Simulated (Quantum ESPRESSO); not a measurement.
**The states of the two spins in La2Fe2Se2O3**

Aim: the densities of states of La2Fe2Se2O3 in the lowest state of several starts.

Program: Quantum ESPRESSO 7.5. Level of theory: PBEsol with U = 4.5 eV on Fe d (ortho-atomic projectors); plane waves with GBRV 1.5 PBEsol potentials, no spin-orbit coupling. Results are calculated unless marked as measured.

### Step 1. Starting point

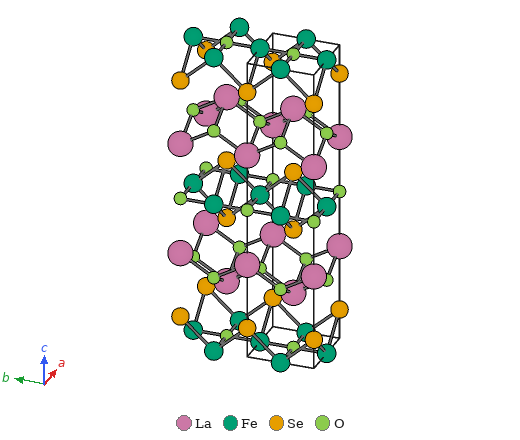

The starting structure, seen from a free direction (lanthanum pink, iron teal, selenium orange, oxygen green). 1×2×1 cells are drawn. This picture shows the conventional cell, with its axes. Some periodic images of atoms are drawn too.

The cell comes from Materials Project 2023-11-01, a database of computed structures, and need not be the stable phase.

### Step 2. The magnetic state

This state came out lowest in a comparison of starts that is told elsewhere.

File pw.in:

```
&CONTROL
  calculation = 'scf'
  prefix = 'pwscf'
  outdir = './tmp'
  pseudo_dir = './pseudo'
  disk_io = 'low'
/
&SYSTEM
  ibrav = 0
  celldm(1) = 8
  nat = 9
  ntyp = 5
  ecutwfc = 40
  ecutrho = 280
  nbnd = 59
  occupations = 'smearing'
  smearing = 'fd'
  degauss = 0.00367493
  nspin = 2
  starting_magnetization(1) = 0
  starting_magnetization(2) = 0.25
  starting_magnetization(3) = -0.25
  starting_magnetization(4) = 0
  starting_magnetization(5) = 0
/
&ELECTRONS
  conv_thr = 1.8d-08
  electron_maxstep = 150
  mixing_beta = 0.3
/
ATOMIC_SPECIES
La    138.9055 la_pbesol_v1.uspp.F.UPF
Fe1    55.8450 fe_pbesol_v1.5.uspp.F.UPF
Fe2    55.8450 fe_pbesol_v1.5.uspp.F.UPF
Se     78.9710 se_pbesol_v1.uspp.F.UPF
O      15.9990 o_pbesol_v1.2.uspp.F.UPF
CELL_PARAMETERS alat
  -0.4867992383363    0.4868027816909    2.2415679752646
   0.4867992383363   -0.4868027816909    2.2415679752646
   0.4867992383363    0.4868027816909   -2.2415679752646
ATOMIC_POSITIONS crystal
La      0.3136675000    0.3136675000    0.0000000000
La      0.6863325000    0.6863325000    0.0000000000
Fe1     0.0000000000    0.5000000000    0.5000000000
Fe2     0.5000000000    0.0000000000    0.5000000000
Se      0.9021490000    0.9021490000    0.0000000000
Se      0.0978510000    0.0978510000    0.0000000000
O       0.5000000000    0.5000000000    0.0000000000
O       0.2500010000    0.7500010000    0.5000000000
O       0.7499990000    0.2499990000    0.5000000000
K_POINTS automatic
6 6 6 0 0 0
HUBBARD {ortho-atomic}
U Fe1-3d 4.5000
U Fe2-3d 4.5000
```

Started as:

```sh
$ OMP_NUM_THREADS=1 mpirun -n 4 pw.x -nk 4 -in pw.in > pw.out
```

The program printed:

```text
Program PWSCF v.7.5 starts

     Message from routine setup:
     using ibrav=0 with symmetry is DISCOURAGED, use correct ibrav instead

     K-points division:     npool     =       4
     Subspace diagonalization in iterative solution of the eigenvalue problem:

     bravais-lattice index     =            0
     lattice parameter (alat)  =       8.0000  a.u.
     unit-cell volume          =    1087.8896 (a.u.)^3
     number of atoms/cell      =            9
     number of atomic types    =            5
     number of electrons       =        84.00
     number of Kohn-Sham states=           59
     kinetic-energy cutoff     =      40.0000  Ry
     charge density cutoff     =     280.0000  Ry
     scf convergence threshold =      1.8E-08
     mixing beta               =       0.3000
     number of iterations used =            8  plain     mixing
     Exchange-correlation= SLA  PW   PSX  PSC
                           (   1   4  10   8   0   0   0)
     Hubbard projectors: ortho-atomic
     Hubbard parameters of DFT+U (Dudarev formulation) in eV:
     U(Fe1-3d) =  4.5000
     U(Fe2-3d) =  4.5000

     Internal variables: lda_plus_u =T, lda_plus_u_kind = 0

     Internal variables: orbital_resolved =F, hub_pot_fix =F, apply_U = F

     celldm(1)=   8.000000  celldm(2)=   0.000000  celldm(3)=   0.000000
     celldm(4)=   0.000000  celldm(5)=   0.000000  celldm(6)=   0.000000

     crystal axes: (cart. coord. in units of alat)
               a(1) = (  -0.486799   0.486803   2.241568 )
               a(2) = (   0.486799  -0.486803   2.241568 )
               a(3) = (   0.486799   0.486803  -2.241568 )

     reciprocal axes: (cart. coord. in units 2 pi/alat)
               b(1) = (  0.000000  1.027110  0.223058 )
               b(2) = (  1.027117  0.000000  0.223058 )
               b(3) = (  1.027117  1.027110  0.000000 )

     PseudoPot. # 1 for La read from file:
     la_pbesol_v1.uspp.F.UPF
     Pseudo is Ultrasoft + core correction, Zval = 11.0

     PseudoPot. # 2 for Fe read from file:
     fe_pbesol_v1.5.uspp.F.UPF
     Pseudo is Ultrasoft + core correction, Zval = 16.0

     PseudoPot. # 3 for Fe read from file:
     fe_pbesol_v1.5.uspp.F.UPF
     Pseudo is Ultrasoft + core correction, Zval = 16.0

     PseudoPot. # 4 for Se read from file:
     se_pbesol_v1.uspp.F.UPF
     Pseudo is Ultrasoft + core correction, Zval =  6.0

     PseudoPot. # 5 for O  read from file:
     o_pbesol_v1.2.uspp.F.UPF
     Pseudo is Ultrasoft + core correction, Zval =  6.0

     atomic species   valence    mass     pseudopotential
     La               11.00   138.90550     La( 1.00)
     Fe1              16.00    55.84500     Fe( 1.00)
     Fe2              16.00    55.84500     Fe( 1.00)
     Se                6.00    78.97100     Se( 1.00)
     O                 6.00    15.99900     O ( 1.00)

     Starting magnetic structure
     atomic species   magnetization
     La              0.000
     Fe1             0.250
     Fe2            -0.250
     Se              0.000
     O               0.000

      8 Sym. Ops., with inversion, found

   Cartesian axes

     site n.     atom                  positions (alat units)
         1        La     tau(   1) = (   0.0000000  -0.0000000   1.4062140  )
         2        La     tau(   2) = (   0.0000000  -0.0000000   3.0769219  )
         3        Fe1    tau(   3) = (   0.4867992   0.0000000   0.0000000  )
         4        Fe2    tau(   4) = (   0.0000000   0.4868028   0.0000000  )
         5        Se     tau(   5) = (   0.0000000  -0.0000000   4.0444566  )
         6        Se     tau(   6) = (   0.0000000   0.0000000   0.4386793  )
         7        O      tau(   7) = (   0.0000000   0.0000000   2.2415680  )
         8        O      tau(   8) = (   0.4867992  -0.0000000   1.1207885  )
         9        O      tau(   9) = (   0.0000000   0.4868028   1.1207795  )

     number of k points=    46  Fermi-Dirac smearing, width (Ry)=  0.0037
                       cart. coord. in units 2pi/alat
        k(    1) = (   0.0000000   0.0000000   0.0000000), wk =   0.0046296
        k(    2) = (   0.1711862   0.1711850   0.0000000), wk =   0.0185185
        k(    3) = (   0.3423725   0.3423700   0.0000000), wk =   0.0185185
        k(    4) = (  -0.5135587  -0.5135550   0.0000000), wk =   0.0092593
        k(    5) = (   0.1711862   0.0000000   0.0371764), wk =   0.0185185
        [... 41 further k-points ...]

     Dense  grid:    86063 G-vectors     FFT dimensions: ( 100, 100, 100)

     Smooth grid:    37233 G-vectors     FFT dimensions: (  75,  75,  75)

     Check: negative core charge=   -0.000014
     Generating pointlists ...
     new r_m :   0.2328 (alat units)  1.8622 (a.u.) for type    1
     new r_m :   0.2008 (alat units)  1.6064 (a.u.) for type    2
     new r_m :   0.2008 (alat units)  1.6064 (a.u.) for type    3
     new r_m :   0.2703 (alat units)  2.1625 (a.u.) for type    4
     new r_m :   0.2008 (alat units)  1.6064 (a.u.) for type    5

     Initial potential from superposition of free atoms

     starting charge      81.9411, renormalised to      84.0000

     negative rho (up, down):  7.774E-02 7.774E-02

     STARTING HUBBARD OCCUPATIONS:

     =================== HUBBARD OCCUPATIONS ===================
     ------------------------ ATOM    3 ------------------------
     Tr[ns(  3)] (up, down, total) =   5.00000  0.00000  5.00000
     Atomic magnetic moment for atom   3 =   5.00000
     [... lines left out ...]
     ------------------------ ATOM    4 ------------------------
     Tr[ns(  4)] (up, down, total) =   0.00000  5.00000  5.00000
     Atomic magnetic moment for atom   4 =  -5.00000
     [... lines left out ...]
     Number of occupied Hubbard levels =   10.0000

     Atomic wfc used for Hubbard projectors are orthogonalized

     Starting wfcs are   86 randomized atomic wfcs

     Self-consistent Calculation

     iteration #  1     ecut=    40.00 Ry     beta= 0.30
     Davidson diagonalization with overlap
     ethr =  1.00E-02,  avg # of iterations =  4.7

     =================== HUBBARD OCCUPATIONS ===================
     ------------------------ ATOM    3 ------------------------
     Tr[ns(  3)] (up, down, total) =   4.96317  4.17522  9.13840
     Atomic magnetic moment for atom   3 =   0.78795
     [... lines left out ...]
     ------------------------ ATOM    4 ------------------------
     Tr[ns(  4)] (up, down, total) =   4.17490  4.96315  9.13806
     Atomic magnetic moment for atom   4 =  -0.78825
     [... lines left out ...]
     Number of occupied Hubbard levels =   18.2765

     negative rho (up, down):  7.588E-02 7.589E-02

     total energy              =    -867.48656258 Ry
     estimated scf accuracy    <      48.34524687 Ry

     total magnetization       =    -0.00 Bohr mag/cell
     absolute magnetization    =     2.27 Bohr mag/cell

     iteration #  2     ecut=    40.00 Ry     beta= 0.30
     Davidson diagonalization with overlap
     ethr =  1.00E-02,  avg # of iterations =  6.8

     total energy              =    -860.49039819 Ry
     estimated scf accuracy    <     665.45341598 Ry

     total magnetization       =     0.00 Bohr mag/cell
     absolute magnetization    =     0.15 Bohr mag/cell

     [... further iterations left out ...]

     iteration # 22     ecut=    40.00 Ry     beta= 0.30
     Davidson diagonalization with overlap
     ethr =  2.11E-10,  avg # of iterations =  4.5

     negative rho (up, down):  5.514E-02 5.514E-02

     total energy              =    -888.72384325 Ry
     estimated scf accuracy    <       0.00000025 Ry

     total magnetization       =     0.00 Bohr mag/cell
     absolute magnetization    =     7.60 Bohr mag/cell

     iteration # 23     ecut=    40.00 Ry     beta= 0.30
     Davidson diagonalization with overlap
     ethr =  2.11E-10,  avg # of iterations =  3.8

     negative rho (up, down):  5.513E-02 5.513E-02

     Magnetic moment per site  (integrated on atomic sphere of radius R)
     atom   1 (R=0.233)  charge=  6.2467  magn= -0.0000
     atom   2 (R=0.233)  charge=  6.2467  magn= -0.0000
     atom   3 (R=0.201)  charge= 13.3103  magn=  3.3496
     atom   4 (R=0.201)  charge= 13.3102  magn= -3.3496
     atom   5 (R=0.270)  charge=  4.4809  magn=  0.0000
     atom   6 (R=0.270)  charge=  4.4809  magn=  0.0000
     atom   7 (R=0.201)  charge=  5.6073  magn=  0.0000
     atom   8 (R=0.201)  charge=  5.6087  magn=  0.0000
     atom   9 (R=0.201)  charge=  5.6087  magn=  0.0000

     End of self-consistent calculation

     =================== HUBBARD OCCUPATIONS ===================
     ------------------------ ATOM    3 ------------------------
     Tr[ns(  3)] (up, down, total) =   4.91871  1.24174  6.16045
     Atomic magnetic moment for atom   3 =   3.67697
     [... lines left out ...]
     ------------------------ ATOM    4 ------------------------
     Tr[ns(  4)] (up, down, total) =   1.24173  4.91871  6.16044
     Atomic magnetic moment for atom   4 =  -3.67698
     [... lines left out ...]
     Number of occupied Hubbard levels =   12.3209

     [... lines left out ...]
     the Fermi energy is    10.9249 ev

!    total energy              =    -888.72384332 Ry
     estimated scf accuracy    <       0.00000001 Ry
     smearing contrib. (-TS)   =      -0.00000000 Ry
     internal energy E=F+TS    =    -888.72384332 Ry

     The total energy is F=E-TS. E is the sum of the following terms:
     one-electron contribution =    -514.31266921 Ry
     hartree contribution      =     298.46230200 Ry
     xc contribution           =    -236.48989289 Ry
     ewald contribution        =    -436.51488864 Ry
     Hubbard energy            =       0.13130542 Ry

     total magnetization       =     0.00 Bohr mag/cell
     absolute magnetization    =     7.60 Bohr mag/cell

     convergence has been achieved in  23 iterations

=------------------------------------------------------------------------------=
   JOB DONE.
=------------------------------------------------------------------------------=
```

The job ended after 17 min (4 MPI ranks of Arm Neoverse V2, shared host; peak memory 2.1 GiB).

Spin moment in the atom's sphere by atom:

| atom | spin moment in the atom's sphere (μB) |
| --- | --- |
| La1 | 0.00 |
| La2 | 0.00 |
| Fe3 | 3.35 |
| Fe4 | -3.35 |
| Se5 | 0.00 |
| Se6 | 0.00 |
| O7 | 0.00 |
| O8 | 0.00 |
| O9 | 0.00 |

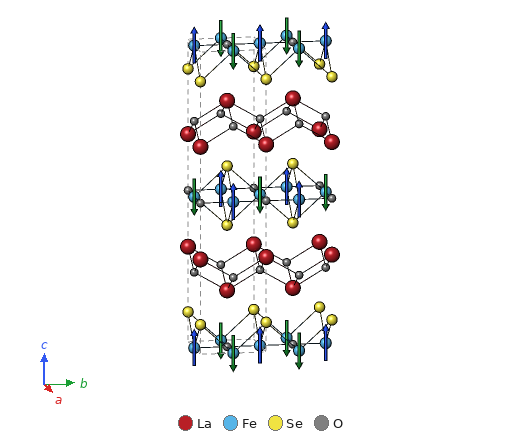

Spin moment in the atom's sphere as arrows, the longest 3.35 μB. Up and down stand for the sign. Arrows give size and sign along the axis of quantisation, drawn up and down the page. The two directions have two colours. 1×2×1 conventional cells are drawn. Some periodic images of atoms are drawn too.

Numbers from this step:

```
smearing term TS       : 1.26e-11 eV
magnetization          : 0 μB
absolute magnetization : 7.595 μB
final state            : antiferromagnetic
```

(Part 1 of 2 ends here.)

[Logs and program files are shortened in this print: banners, set-up blocks, solver, clock and traceback lines can be left out without a mark of their own.]

[Logs are printed without paths, hosts, clocks, repeated set-up lines and the standing remarks that a program may print on its own settings, such as how far it seeks lower states.]

[Hosts, paths, dates, database ids (printed as entryN), source tags and the programs' standing remarks are cut or masked in the printed files.]

[Where a cell is said to come from a database of computed structures, the database is the Materials Project.]
